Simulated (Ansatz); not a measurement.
**Run report: CH8ClNSi2, single-point calculation**

System: CH8ClNSi2, SMILES NC([SiH3])[SiH2]Cl.
Method: RKS r2SCAN-D4/def2-TZVPP (Ansatz 0.2.0).

The geometry comes from this level: PBE0-D4/def2-TZVP. Figures and captions count atoms from 1; the log counts them from 0 in places.

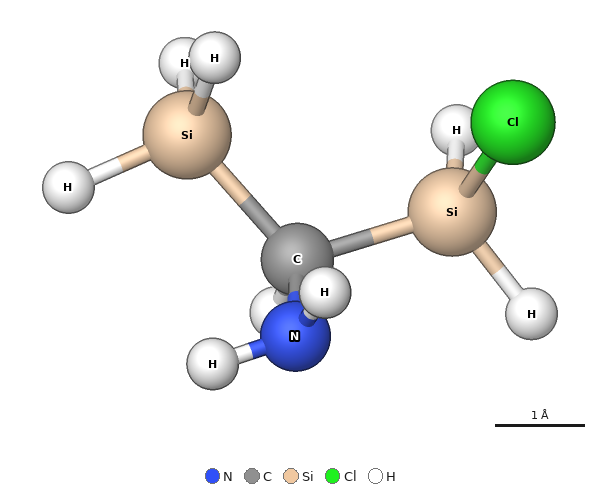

*The structure (ball-and-stick view, seen at a tilt).*

Bond lengths as drawn: Cl–Si 2.06 Å, C–H 1.10 Å, C–N 1.47 Å, C–Si 1.87 to 1.89 Å, H–N 1.01 Å and H–Si 1.48 to 1.49 Å.

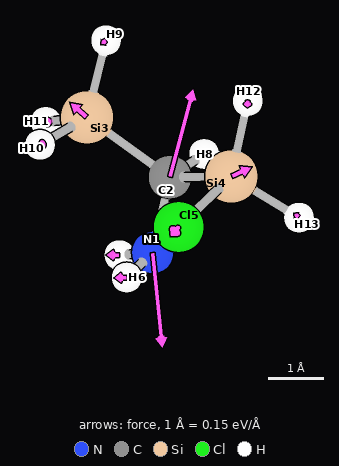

*Forces on the atoms as pink arrows (ball-and-stick view, seen at a tilt; atoms are numbered from 1 in the order of the input); the smallest are left out.*

The largest act on N1 (0.28 eV/Å); C2 (0.27 eV/Å). The geometry is not a stationary point of this energy.

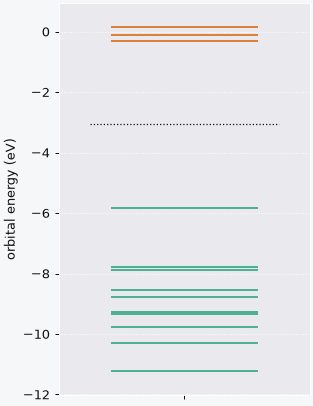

*Orbital energies near the frontier; the dotted line parts filled from empty levels, and levels within 0.02 eV of each other stand side by side.*

Highest filled −5.85 eV, lowest empty −0.29 eV, 5.56 eV apart.

These pictures come from the run below.

Input:
```yaml
crystal:
  periodic: [false, false, false]
  atoms:
    - {symbol: N, position_ang: [-1.060440, 0.774893, -1.044911]}
    - {symbol: C, position_ang: [-0.556140, 0.073053, 0.143234]}
    - {symbol: Si, position_ang: [0.158024, -1.637124, -0.239984]}
    - {symbol: Si, position_ang: [0.598935, 1.205277, 1.079602]}
    - {symbol: Cl, position_ang: [2.160833, 1.718185, -0.168868]}
    - {symbol: H, position_ang: [-0.296692, 1.026681, -1.661410]}
    - {symbol: H, position_ang: [-1.694333, 0.190583, -1.577346]}
    - {symbol: H, position_ang: [-1.389749, -0.068577, 0.848135]}
    - {symbol: H, position_ang: [0.576184, -2.367267, 0.988569]}
    - {symbol: H, position_ang: [1.320678, -1.500443, -1.155644]}
    - {symbol: H, position_ang: [-0.896920, -2.425359, -0.937109]}
    - {symbol: H, position_ang: [1.169371, 0.510955, 2.259662]}
    - {symbol: H, position_ang: [-0.069452, 2.464441, 1.480871]}
basis:
  gaussian: {orbitals: def2-TZVPP}
hamiltonian: {xc: r2scan, dispersion: d4}
output: {forces: true, orbitals: {seedname: orbitals}}
```

Command:
```bash
ansatz run in.yaml --threads 4 --pin off --events-out ev --progress --plain --max-ram 10444MiB
```

The program's output:
```
Functional definition: r2SCAN
  name "r2SCAN"
  cite "Furness, Kaplan, Ning, Perdew & Sun, J. Phys. Chem. Lett. 11, 8208 (2020) doi:10.1021/acs.jpclett.0c02405"
  cite "Furness, Kaplan, Ning, Perdew & Sun, J. Phys. Chem. Lett. 11, 9248 (2020) doi:10.1021/acs.jpclett.0c03077"
  parent r2scan
  parameter k0 = 0.174
  parameter k1 = 0.065
  parameter a1 = 4.9479
  exchange = r2scan_x(k0 = k0, k1 = k1, a1 = a1)
  correlation = r2scan_c
1677 factors; their error is unknown
mean field evaluation 1: about -30925.1425 eV, gradient 6.6e1 eV
mean field evaluation 2: about -30894.5995 eV, gradient 1.2e2 eV
mean field evaluation 4: about -30934.4640 eV, gradient 8.9e0 eV
mean field evaluation 8: about -30934.6389 eV, gradient 1.9e-1 eV
mean field evaluation 16: about -30934.5891 eV, gradient 6.4e-4 eV
mean field -30934.58911262 eV, -1136.8251816713 hartree, gradient 2.7e-5 eV, S^2 0.000000; 0 other end points of the search recorded, 0 dependent functions left out
the calculation of the forces begins
reference -30934.58912694 eV, -1136.8251821973 hartree; 33, 33 occupied and 267, 267 virtual orbitals, 1677 factors
Total energy: -30934.67853791 eV, -1136.8284679899 hartree
Atom 0 at    -1.060440     0.774893    -1.044911 Å, force    -0.125117     0.191047    -0.164838 eV/Å
Atom 1 at    -0.556140     0.073053     0.143234 Å, force     0.090180    -0.119451     0.220289 eV/Å
Atom 2 at     0.158024    -1.637124    -0.239984 Å, force     0.018907    -0.064567    -0.008415 eV/Å
Atom 3 at     0.598935     1.205277     1.079602 Å, force    -0.005359     0.019633     0.064650 eV/Å
Atom 4 at     2.160833     1.718185    -0.168868 Å, force     0.037842     0.015809    -0.035760 eV/Å
Atom 5 at    -0.296692     1.026681    -1.661410 Å, force     0.023192    -0.018762    -0.028584 eV/Å
Atom 6 at    -1.694333     0.190583    -1.577346 Å, force    -0.004712    -0.030426    -0.031269 eV/Å
Atom 7 at    -1.389749    -0.068577     0.848135 Å, force    -0.014417     0.000873    -0.000918 eV/Å
Atom 8 at     0.576184    -2.367267     0.988569 Å, force    -0.002681    -0.001870    -0.022392 eV/Å
Atom 9 at     1.320678    -1.500443    -1.155644 Å, force    -0.025804     0.000395     0.015615 eV/Å
Atom 10 at    -0.896920    -2.425359    -0.937109 Å, force     0.022439     0.018124     0.011120 eV/Å
Atom 11 at     1.169371     0.510955     2.259662 Å, force    -0.018594     0.010535    -0.016469 eV/Å
Atom 12 at    -0.069452     2.464441     1.480871 Å, force     0.004123    -0.021341    -0.003029 eV/Å
Dipole moment:    -0.257532    -0.198721     0.009904 e Å
```

Summary:

```json
{"quantity": "outcome", "value": "converged"}
{"quantity": "total energy", "value": "−30934.6785 eV"}
{"quantity": "mean-field energy", "value": "−30934.5891 eV"}
{"quantity": "dispersion energy", "value": "−0.0894 eV"}
{"quantity": "SCF solution under orbital rotations", "value": "stable"}
{"quantity": "HOMO", "value": "−5.85 eV"}
{"quantity": "LUMO", "value": "−0.29 eV"}
{"quantity": "largest force (length of the vector)", "value": "0.282 eV/Å"}
{"quantity": "dipole moment", "value": "1.56 D"}
{"quantity": "hardware", "value": "4 threads of Arm Neoverse V1, 23 GiB of memory available, shared host"}
{"quantity": "wall time", "value": "7.5 s (CPU time 27 s)"}
{"quantity": "peak memory", "value": "0.53 GiB"}
```
